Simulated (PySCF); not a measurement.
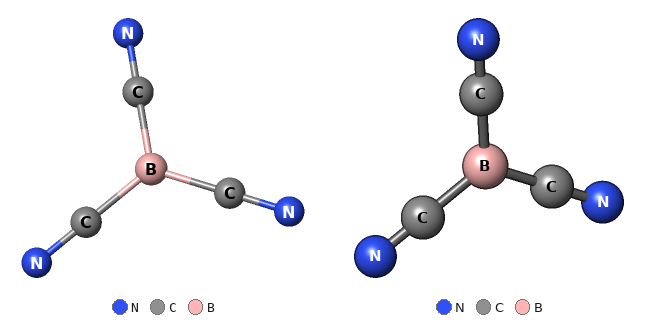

The same structure drawn twice, from different directions.

Give the formula.

Answer. C3BN3, 7 atoms: 3 carbon, 1 boron and 3 nitrogen.

Describe its rings.

Answer. It has no ring.

Count the bonded pairs by element.

Answer. 3 C–N, 3 C–B.

How many atoms are distinct by symmetry?

Answer. 3: 3 N, 3 C, 1 B.

What is the point group of this geometry?

Answer. D3h.

The parts below concern this one geometry. Atoms keep their numbers from picture to picture. Computed geometry: PBE0-D3(BJ)/def2-SVP optimisation. No frequency run is at hand to confirm it as a minimum.

**Shape**

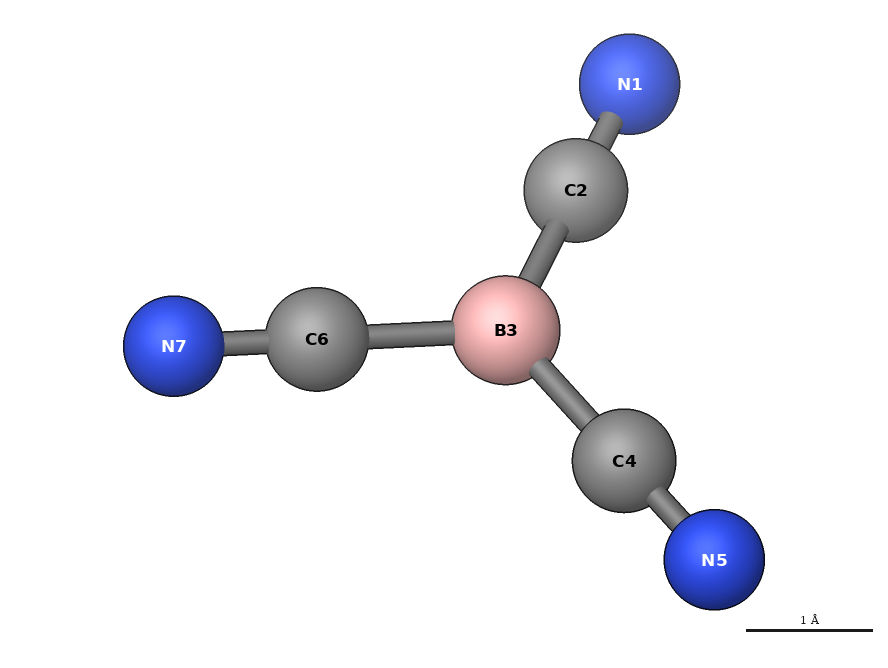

No frequency run is at hand to confirm it as a minimum.

What are the angles C2–B3–C4, N1–C2–B3?

| angle | degrees |
| --- | --- |
| C2–B3–C4 | 119.9 |
| N1–C2–B3 | 179.8 |

**Charges**

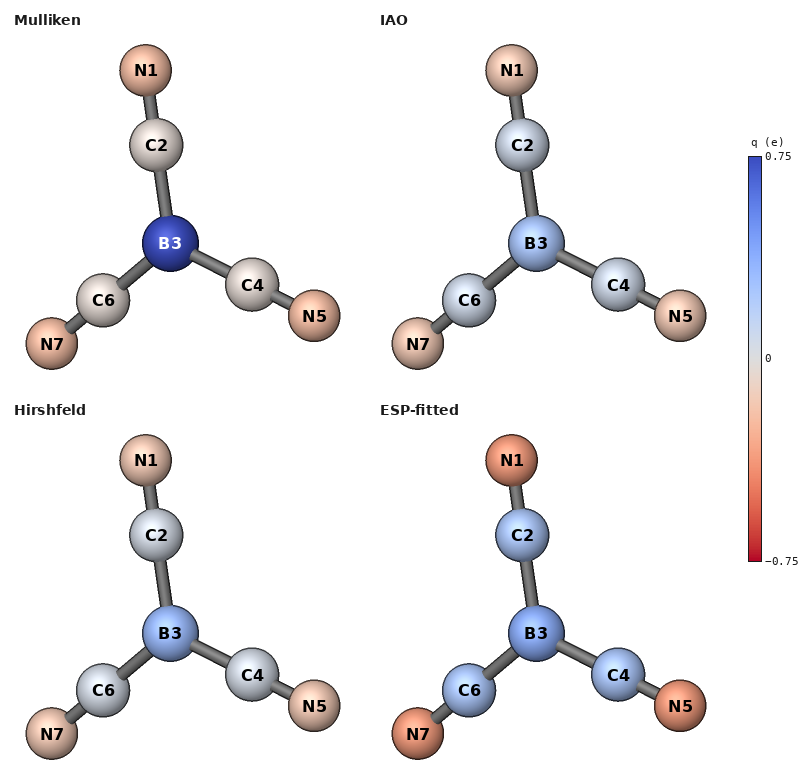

Atomic charges of one calculation by 4 schemes, on one colour scale. No frequency run is at hand to confirm it as a minimum. Level of theory: PBE0/pcSseg-1 in acetone (IEF-PCM) (PySCF 2.14.0).

Which scheme gives the most polar picture (largest mean size of the charges)?

Answer. The ESP-fitted charges are the largest in size here, and the IAO charges the smallest.

List the charges (e), one line for each set of equivalent atoms.

```
      atom  Mulliken    IAO  Hirshfeld  ESP-fitted
N1, N5, N7     −0.21  −0.15      −0.15       −0.36
C2, C4, C6     −0.04   0.07       0.05        0.23
        B3      0.75   0.24       0.31        0.37
```

**Quadrupole coupling**

No frequency run is at hand to confirm it as a minimum. Electric field gradients from the ground-state density, PBE0/pcSseg-1 in acetone (IEF-PCM) (PySCF 2.14.0), non-relativistic apart from any core potentials.

Give the largest field-gradient component, the quadrupole coupling constant and the asymmetry for 14N at N1 (Q = 20.44 mb), 11B at B3 (Q = 40.59 mb).

| atom | V_zz (a.u.) | e²qQ/h (MHz) | η |
| --- | --- | --- | --- |
| N1 | −1.128 | −5.42 | 0.41 |
| B3 | 0.472 | 4.50 | 0.00 |

**Levels of theory compared**

No frequency run is at hand to confirm it as a minimum. Program: PySCF 2.14.0.

Compare HOMO–LUMO gap (eV) at these levels: BHandHLYP/aug-pcX-1 (pcseg-1 on H); CAM-B3LYP/def2-SVPD; CAM-B3LYP/def2-SVPD in acetone (IEF-PCM); CAM-B3LYP/def2-SVPD in water (IEF-PCM); PBE0/pcSseg-1 in acetone (IEF-PCM); PBE0/pcSseg-1 in water (IEF-PCM).

| level | HOMO–LUMO gap (eV) |
| --- | --- |
| BHandHLYP/aug-pcX-1 (pcseg-1 on H) | 7.91 |
| CAM-B3LYP/def2-SVPD | 8.25 |
| CAM-B3LYP/def2-SVPD in acetone (IEF-PCM) | 8.39 |
| CAM-B3LYP/def2-SVPD in water (IEF-PCM) | 8.40 |
| PBE0/pcSseg-1 in acetone (IEF-PCM) | 5.87 |
| PBE0/pcSseg-1 in water (IEF-PCM) | 5.88 |

Mulliken values depend strongly on the basis set and can even reverse the polarity of a bond.
